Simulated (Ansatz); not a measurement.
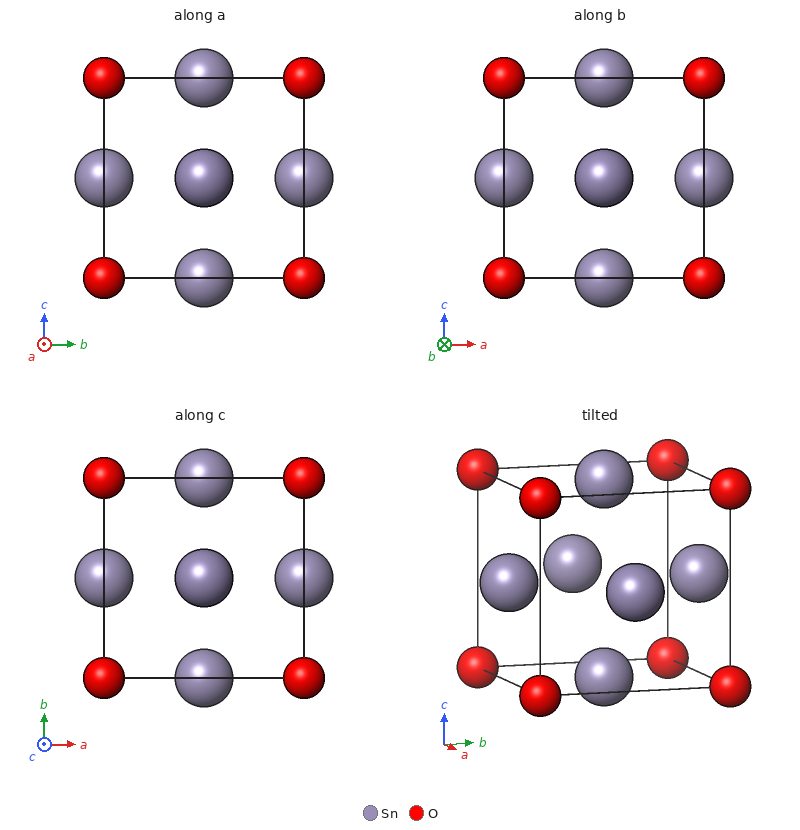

The figure gives a spheres-only picture of the atoms, viewed along the a axis, along the b axis, along the c axis and slightly off an axis. Lines trace the edges of the conventional unit cell.

Lattice parameters: a = 4.416 Å, b = 4.416 Å, c = 4.416 Å, α = 90.00°, β = 90.00°, γ = 90.00°. Put a along x and b in the xy plane.

Question: Express the structure as a POSCAR file.

Answer:
```
Sn O
1.0
     4.416    0.000    0.000
     0.000    4.416    0.000
     0.000    0.000    4.416
Sn O
3 1
Direct
  0.0000 0.5000 0.5000
  0.5000 0.0000 0.5000
  0.5000 0.5000 0.0000
  0.0000 0.0000 0.0000
```

The structure was taken from a structure type filled with these elements by a generator (whether the compound takes this form wasn't checked). Atoms and cell were optimised with Ansatz, DFT r2SCAN, scalar-relativistic, plane waves, PAW.
